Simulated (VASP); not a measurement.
# Ta3Ti2: structure and properties in VASP, part 5 of 6

What structure does Ta3Ti2 take at this level, and what are its properties? The cell is invented: other elements were put on sites of a known structure type. It may not be a known or stable phase.

VASP 6.6.1; PBE with D3; plane waves and PAW (Ti_sv, Ta_pv); invented cell.

Still holding for the runs below: This run has no spin polarisation. Its electron count is odd, so without a moment it is a metal by construction.

So far. Step 7 (Density of states (PBE + D3)): The finer mesh and the other smearing move the Fermi level by -0.02 eV from the 10×10×3 run, a small shift, which tests the Fermi level alone. Of the states within 0.3 eV of the Fermi level, the largest shares in the PAW spheres are Ta d 32 % and Ti d 29 %. The rest lies in smaller channels or between the spheres. Step 8 (Volume scan with PBE + D3): The pressure here is 10.99 GPa.

## 9. Volume scan with PBE + D3 (run 2)

The input, INCAR:

```
SYSTEM = Ta3Ti2
PREC = Accurate
ENCUT = 400
EDIFF = 1E-06
NELM = 100
ISMEAR = 1
SIGMA = 0.2
LREAL = .FALSE.
ALGO = Normal
GGA = PE
IVDW = 11
NBANDS = 35
LORBIT = 11
LWAVE = .FALSE.
LCHARG = .FALSE.
KPAR = 2
ISIF = 2
```

The input, POSCAR:

```
Ta3Ti2
1.0
    2.7363774654      0.0000000000      0.0000000000
    0.0000000000      2.7363774654      0.0000000000
    0.0000000000      0.0000000000     11.4679485150
Ti Ta
2 3
Direct
    0.5000000000      0.0000000000      0.2113793862
    0.0000000000      0.5000000000      0.7886206138
    0.0000000000      0.5000000000      0.3964251217
    0.5000000000      0.0000000000      0.6035748783
    0.5000000000      0.5000000000      0.0000000000
```

The input, KPOINTS:

```
Automatic mesh
0
Gamma
10 10 3
0 0 0
```

The projector-augmented-wave data sets are Ti_sv and Ta_pv (PBE family, release 64).

Started as:

```bash
> mpirun -np 2 vasp_std
```

The program printed:

```text
[... set-up lines as in an earlier step ...]
 entering main loop
       N       E                     dE             d eps       ncg     rms          rms(c)
DAV:   1     0.628578482625E+03    0.62858E+03   -0.26624E+04  2940   0.158E+03
DAV:   2     0.860732649321E+01   -0.61997E+03   -0.60990E+03  2955   0.512E+02
DAV:   3    -0.481490577744E+02   -0.56756E+02   -0.55321E+02  4735   0.129E+02
DAV:   4    -0.529154028435E+02   -0.47663E+01   -0.47216E+01  4032   0.312E+01
DAV:   5    -0.531400513333E+02   -0.22465E+00   -0.22431E+00  4393   0.638E+00    0.279E+01
DAV:   6    -0.540714513703E+02   -0.93140E+00   -0.62017E+01  4430   0.398E+01    0.182E+01
DAV:   7    -0.516867450073E+02    0.23847E+01   -0.83534E+01  4220   0.423E+01    0.133E+01
DAV:   8    -0.501992057292E+02    0.14875E+01   -0.13941E+01  3939   0.142E+01    0.574E+00
DAV:   9    -0.494550777673E+02    0.74413E+00   -0.51748E+00  4402   0.950E+00    0.175E+00
DAV:  10    -0.494363074556E+02    0.18770E-01   -0.74516E-01  4317   0.367E+00    0.138E+00
DAV:  11    -0.494385828872E+02   -0.22754E-02   -0.57487E-02  4071   0.158E+00    0.605E-01
DAV:  12    -0.494344733204E+02    0.41096E-02   -0.31460E-02  4378   0.998E-01    0.117E-01
DAV:  13    -0.494345737694E+02   -0.10045E-03   -0.28626E-03  3916   0.362E-01    0.737E-02
DAV:  14    -0.494344448776E+02    0.12889E-03   -0.70120E-04  4247   0.171E-01    0.241E-02
DAV:  15    -0.494344468940E+02   -0.20164E-05   -0.65247E-05  4146   0.527E-02    0.824E-03
DAV:  16    -0.494344464491E+02    0.44489E-06   -0.60110E-06  3497   0.204E-02
   1 F= -.52063976E+02 E0= -.52068454E+02  d E =0.134320E-01
```

Elapsed: 22 s, on 2 MPI ranks of Intel Xeon 6975P-C (Granite Rapids), shared host; peak memory 0.42 GiB; 42 s of CPU time.

Parts of OUTCAR (step 9):

```text
   ENCUT  =  400.0 eV  29.40 Ry    5.42 a.u.   4.46  4.46 18.70*2*pi/ulx,y,z

   NELECT =      57.0000    total number of electrons

 E-fermi :   6.9509

 k-point     1 :       0.0000    0.0000    0.0000
  band No.  band energies     occupation
    ...
     24       4.6472      2.00000
     25       4.8175      2.00000
     26       5.7909      2.00000
     27       6.5473      2.01508
     28       6.8050      1.93927
     29       7.3560     -0.01471
     30       7.7052     -0.00000
     31       8.1980     -0.00000
     32       8.5243     -0.00000
     33       8.5251     -0.00000
    ...

 Edisp (eV)   -2.62953

  Total       3.68819     3.68819     3.82189     0.00000     0.00000     0.00000
  in kB      68.81544    68.81544    71.31002     0.00000     0.00000     0.00000
  external pressure =       69.65 kB  Pullay stress =        0.00 kB

 POSITION                                       TOTAL-FORCE (eV/Angst)
 -----------------------------------------------------------------------------------
      1.36819      0.00000      2.42409        -0.000000      0.000000     -0.122216
      0.00000      1.36819      9.04386         0.000000      0.000000      0.122216
      0.00000      1.36819      4.54618         0.000000      0.000000      0.000593
      1.36819      0.00000      6.92177         0.000000      0.000000     -0.000593
      1.36819      1.36819      0.00000         0.000000     -0.000000      0.000000
 -----------------------------------------------------------------------------------
    total drift:                                0.000000      0.000000      0.000000

  FREE ENERGIE OF THE ION-ELECTRON SYSTEM (eV)
  ---------------------------------------------------
  free  energy   TOTEN  =       -52.0639764667 eV

  energy  without entropy=      -52.0774085141  energy(sigma->0) =      -52.06845382

[... 4 parts as in an earlier step ...]

[... 12 further parts left out ...]
```

This step gave:

```yaml
free_energy_toten: -52.0640 eV
energy_at_zero_smearing: -52.0685 eV
fermi_energy: 6.951 eV
pressure: 6.965 GPa
```

Force by atom:

```csv
atom,x (eV/Å),y (eV/Å),z (eV/Å),size
Ti1,0.000,0.000,-0.122,0.122
Ti2,0.000,0.000,0.122,0.122
Ta3,0.000,0.000,0.001,0.001
Ta4,0.000,0.000,-0.001,0.001
Ta5,0.000,0.000,0.000,0.000
```

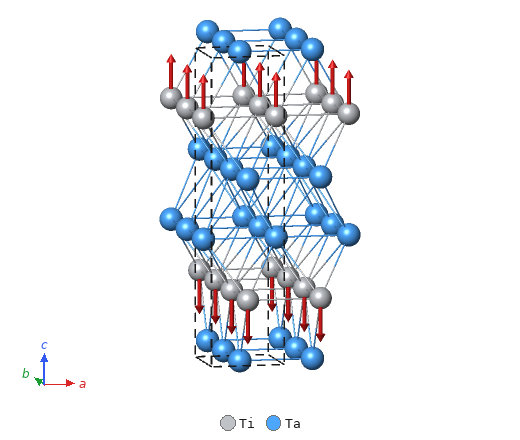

Force as arrows, the longest 0.122 eV/Å. 2×3×1 cells are drawn. Some periodic images of atoms are drawn too.

The pressure falls from 10.99 to 6.96 GPa.

## 10. Volume scan with PBE + D3 (run 3)

INCAR is that of step 9.

Edit POSCAR of step 9 so:

```diff
@@ -2,5 +2,5 @@
 1.0
-    2.7363774654      0.0000000000      0.0000000000
-    0.0000000000      2.7363774654      0.0000000000
-    0.0000000000      0.0000000000     11.4679485150
+    2.7552496305      0.0000000000      0.0000000000
+    0.0000000000      2.7552496305      0.0000000000
+    0.0000000000      0.0000000000     11.5470403144
 Ti Ta
```

KPOINTS is that of step 9.

Started as:

```bash
> mpirun -np 2 vasp_std
```

The program printed:

```text
[... set-up lines as in an earlier step ...]
 entering main loop
       N       E                     dE             d eps       ncg     rms          rms(c)
DAV:   1     0.623697356317E+03    0.62370E+03   -0.26600E+04  2948   0.156E+03
DAV:   2     0.810576362981E+01   -0.61559E+03   -0.60602E+03  2971   0.509E+02
DAV:   3    -0.483929280568E+02   -0.56499E+02   -0.55030E+02  4729   0.128E+02
DAV:   4    -0.531630363193E+02   -0.47701E+01   -0.47177E+01  4056   0.309E+01
[...]
DAV:  14    -0.495590208847E+02    0.11441E-03   -0.61212E-04  4338   0.153E-01    0.241E-02
DAV:  15    -0.495590232158E+02   -0.23311E-05   -0.54967E-05  4141   0.485E-02    0.767E-03
DAV:  16    -0.495590230775E+02    0.13825E-06   -0.54353E-06  3482   0.194E-02
   1 F= -.52126502E+02 E0= -.52131254E+02  d E =0.142582E-01
```

The job ended after 22 s (2 MPI ranks; peak memory 0.42 GiB; 43 s of CPU time).

Parts of OUTCAR (step 10):

```text
 Edisp (eV)   -2.56748

  Total       1.79049     1.79049     1.84330     0.00000     0.00000     0.00000
  in kB      32.72570    32.72570    33.69093     0.00000     0.00000     0.00000
  external pressure =       33.05 kB  Pullay stress =        0.00 kB

 POSITION                                       TOTAL-FORCE (eV/Angst)
 -----------------------------------------------------------------------------------
      1.37762      0.00000      2.44081        -0.000000      0.000000     -0.062617
      0.00000      1.37762      9.10623        -0.000000      0.000000      0.062617
      0.00000      1.37762      4.57754        -0.000000      0.000000     -0.004038
      1.37762      0.00000      6.96950        -0.000000      0.000000      0.004038
      1.37762      1.37762      0.00000         0.000000      0.000000      0.000000
 -----------------------------------------------------------------------------------
    total drift:                                0.000000      0.000000      0.000000

  FREE ENERGIE OF THE ION-ELECTRON SYSTEM (eV)
  ---------------------------------------------------
  free  energy   TOTEN  =       -52.1265015904 eV

  energy  without entropy=      -52.1407598375  energy(sigma->0) =      -52.13125434

[... 1 part as in an earlier step ...]

[... 2 further parts left out ...]
[key lines of the parts left out:]
E-fermi :   6.7547
```

The pressure falls from 6.96 to 3.30 GPa.

The run ends at a pressure of 3.30 GPa, with forces up to 0.063 eV/Å.

## 11. Volume scan with PBE + D3 (run 4)

INCAR is that of step 10.

Edit POSCAR of step 10 so:

```diff
@@ -2,5 +2,5 @@
 1.0
-    2.7552496305      0.0000000000      0.0000000000
-    0.0000000000      2.7552496305      0.0000000000
-    0.0000000000      0.0000000000     11.5470403144
+    2.7738667468      0.0000000000      0.0000000000
+    0.0000000000      2.7738667468      0.0000000000
+    0.0000000000      0.0000000000     11.6250632238
 Ti Ta
```

KPOINTS is that of step 10.

Started as:

```bash
> mpirun -np 2 vasp_std
```

The program printed:

```text
[... set-up lines as in an earlier step ...]
 entering main loop
       N       E                     dE             d eps       ncg     rms          rms(c)
DAV:   1     0.623553119247E+03    0.62355E+03   -0.26678E+04  2948   0.156E+03
DAV:   2     0.829795620002E+01   -0.61526E+03   -0.60570E+03  2986   0.508E+02
DAV:   3    -0.484507264305E+02   -0.56749E+02   -0.55178E+02  4775   0.128E+02
DAV:   4    -0.533288922509E+02   -0.48782E+01   -0.48236E+01  4024   0.313E+01
[...]
DAV:  14    -0.496418419462E+02    0.12078E-03   -0.63777E-04  4303   0.149E-01    0.239E-02
DAV:  15    -0.496418445317E+02   -0.25855E-05   -0.57645E-05  4074   0.467E-02    0.808E-03
DAV:  16    -0.496418442978E+02    0.23397E-06   -0.56420E-06  3481   0.191E-02
   1 F= -.52149861E+02 E0= -.52154880E+02  d E =0.150567E-01
```

Elapsed: 22 s, on 2 MPI ranks; peak memory 0.43 GiB.

From OUTCAR (step 11):

```text
 Edisp (eV)   -2.50802

  Total      -0.00407    -0.00407    -0.02590     0.00000     0.00000     0.00000
  in kB      -0.07285    -0.07285    -0.46385     0.00000     0.00000     0.00000
  external pressure =       -0.20 kB  Pullay stress =        0.00 kB

 POSITION                                       TOTAL-FORCE (eV/Angst)
 -----------------------------------------------------------------------------------
      1.38693      0.00000      2.45730         0.000000      0.000000     -0.007450
      0.00000      1.38693      9.16776         0.000000     -0.000000      0.007450
      0.00000      1.38693      4.60847        -0.000000     -0.000000     -0.008765
      1.38693      0.00000      7.01660         0.000000     -0.000000      0.008765
      1.38693      1.38693      0.00000         0.000000     -0.000000      0.000000
 -----------------------------------------------------------------------------------
    total drift:                                0.000000      0.000000     -0.000000

  FREE ENERGIE OF THE ION-ELECTRON SYSTEM (eV)
  ---------------------------------------------------
  free  energy   TOTEN  =       -52.1498608104 eV

  energy  without entropy=      -52.1649175411  energy(sigma->0) =      -52.15487972

[... 2 parts as in an earlier step ...]

[... 1 further part left out ...]
[key lines of the parts left out:]
E-fermi :   6.5659
```

The pressure falls from 3.30 to -0.02 GPa.

The run ends at a pressure of -0.02 GPa, with forces up to 0.0088 eV/Å.

## 12. Volume scan with PBE + D3 (run 5)

INCAR is that of step 11.

Edit POSCAR of step 11 so:

```diff
@@ -2,5 +2,5 @@
 1.0
-    2.7738667468      0.0000000000      0.0000000000
-    0.0000000000      2.7738667468      0.0000000000
-    0.0000000000      0.0000000000     11.6250632238
+    2.7922372606      0.0000000000      0.0000000000
+    0.0000000000      2.7922372606      0.0000000000
+    0.0000000000      0.0000000000     11.7020526411
 Ti Ta
```

KPOINTS is that of step 11.

Started as:

```bash
> mpirun -np 2 vasp_std
```

The program printed:

```text
[... set-up lines as in an earlier step ...]
 entering main loop
       N       E                     dE             d eps       ncg     rms          rms(c)
DAV:   1     0.617644123859E+03    0.61764E+03   -0.26706E+04  2940   0.155E+03
DAV:   2     0.838815428256E+01   -0.60926E+03   -0.59990E+03  2997   0.505E+02
DAV:   3    -0.486338117613E+02   -0.57022E+02   -0.55545E+02  4792   0.127E+02
DAV:   5    -0.537254129020E+02   -0.22341E+00   -0.22299E+00  4469   0.641E+00    0.256E+01
[...]
DAV:  14    -0.496866052686E+02    0.11049E-03   -0.59708E-04  4242   0.134E-01    0.232E-02
DAV:  15    -0.496866078015E+02   -0.25330E-05   -0.51933E-05  4077   0.432E-02    0.765E-03
DAV:  16    -0.496866076138E+02    0.18766E-06   -0.51772E-06  3282   0.173E-02
   1 F= -.52137678E+02 E0= -.52142937E+02  d E =0.157782E-01
```

Elapsed: 23 s, on 2 MPI ranks; peak memory 0.43 GiB; 44 s of CPU time.

Parts of OUTCAR (step 12):

```text
 Edisp (eV)   -2.45107

  Total      -1.69881    -1.69881    -1.79224     0.00000     0.00000     0.00000
  in kB     -29.83249   -29.83249   -31.47314     0.00000     0.00000     0.00000
  external pressure =      -30.38 kB  Pullay stress =        0.00 kB

 POSITION                                       TOTAL-FORCE (eV/Angst)
 -----------------------------------------------------------------------------------
      1.39612      0.00000      2.47357        -0.000000      0.000000      0.043645
      0.00000      1.39612      9.22848        -0.000000     -0.000000     -0.043645
      0.00000      1.39612      4.63899         0.000000      0.000000     -0.014495
      1.39612      0.00000      7.06306        -0.000000     -0.000000      0.014495
      1.39612      1.39612      0.00000        -0.000000     -0.000000      0.000000
 -----------------------------------------------------------------------------------
    total drift:                                0.000000      0.000000     -0.000000

  FREE ENERGIE OF THE ION-ELECTRON SYSTEM (eV)
  ---------------------------------------------------
  free  energy   TOTEN  =       -52.1376780439 eV

  energy  without entropy=      -52.1534562344  energy(sigma->0) =      -52.14293744

[... 1 part as in an earlier step ...]

[... 2 further parts left out ...]
[key lines of the parts left out:]
E-fermi :   6.3840
```

The pressure falls from -0.02 to -3.04 GPa.

The run ends at a pressure of -3.04 GPa, with forces up to 0.044 eV/Å.

## 13. Volume scan with PBE + D3 (run 6)

INCAR is that of step 12.

Edit POSCAR of step 12 so:

```diff
@@ -2,5 +2,5 @@
 1.0
-    2.7922372606      0.0000000000      0.0000000000
-    0.0000000000      2.7922372606      0.0000000000
-    0.0000000000      0.0000000000     11.7020526411
+    2.8103691795      0.0000000000      0.0000000000
+    0.0000000000      2.8103691795      0.0000000000
+    0.0000000000      0.0000000000     11.7780421252
 Ti Ta
```

KPOINTS is that of step 12.

Started as:

```bash
> mpirun -np 2 vasp_std
```

The program printed:

```text
[... set-up lines as in an earlier step ...]
 entering main loop
       N       E                     dE             d eps       ncg     rms          rms(c)
DAV:   1     0.620209161039E+03    0.62021E+03   -0.26687E+04  2964   0.154E+03
DAV:   2     0.730935319600E+01   -0.61290E+03   -0.60365E+03  2985   0.507E+02
DAV:   3    -0.487790810734E+02   -0.56088E+02   -0.54652E+02  4825   0.126E+02
DAV:   4    -0.535981137769E+02   -0.48190E+01   -0.47788E+01  3960   0.309E+01
[...]
DAV:  14    -0.496964253889E+02    0.11302E-03   -0.65979E-04  4285   0.134E-01    0.225E-02
DAV:  15    -0.496964272366E+02   -0.18477E-05   -0.48160E-05  4029   0.409E-02    0.739E-03
DAV:  16    -0.496964273670E+02   -0.13036E-06   -0.46903E-06  2906   0.161E-02
   1 F= -.52092989E+02 E0= -.52098456E+02  d E =0.164005E-01
```

Run time: 22 s. Hardware: 2 MPI ranks; peak memory 0.42 GiB.

OUTCAR, selected parts (step 13):

```text
 Edisp (eV)   -2.39656

  Total      -3.30254    -3.30254    -3.46128     0.00000     0.00000     0.00000
  in kB     -56.87984   -56.87984   -59.61391     0.00000     0.00000     0.00000
  external pressure =      -57.79 kB  Pullay stress =        0.00 kB

 POSITION                                       TOTAL-FORCE (eV/Angst)
 -----------------------------------------------------------------------------------
      1.40518      0.00000      2.48964        -0.000000     -0.000000      0.090227
      0.00000      1.40518      9.28841         0.000000     -0.000000     -0.090227
      0.00000      1.40518      4.66911         0.000000      0.000000     -0.020139
      1.40518      0.00000      7.10893         0.000000     -0.000000      0.020139
      1.40518      1.40518      0.00000         0.000000      0.000000      0.000000
 -----------------------------------------------------------------------------------
    total drift:                                0.000000      0.000000      0.000000

  FREE ENERGIE OF THE ION-ELECTRON SYSTEM (eV)
  ---------------------------------------------------
  free  energy   TOTEN  =       -52.0929892841 eV

  energy  without entropy=      -52.1093898013  energy(sigma->0) =      -52.09845612

[... 1 part as in an earlier step ...]

[... 2 further parts left out ...]
[key lines of the parts left out:]
E-fermi :   6.2087
```

The pressure falls from -3.04 to -5.78 GPa.

The run ends at a pressure of -5.78 GPa, with forces up to 0.090 eV/Å.

[end of part 5 of 6]

[Lines on the potential files, build, host, timing and source positions are cut from VASP's logs without a mark.]

[Logs are printed without paths, hosts, clocks, repeated set-up lines and the standing remarks that a program may print on its own settings, such as how far it seeks lower states.]

[Hosts, paths, dates, database ids (printed as entryN), source tags and the programs' standing remarks are cut or masked in the printed files.]

[A measured line is paired with the nearest computed mode of its activity, which favours agreement.]
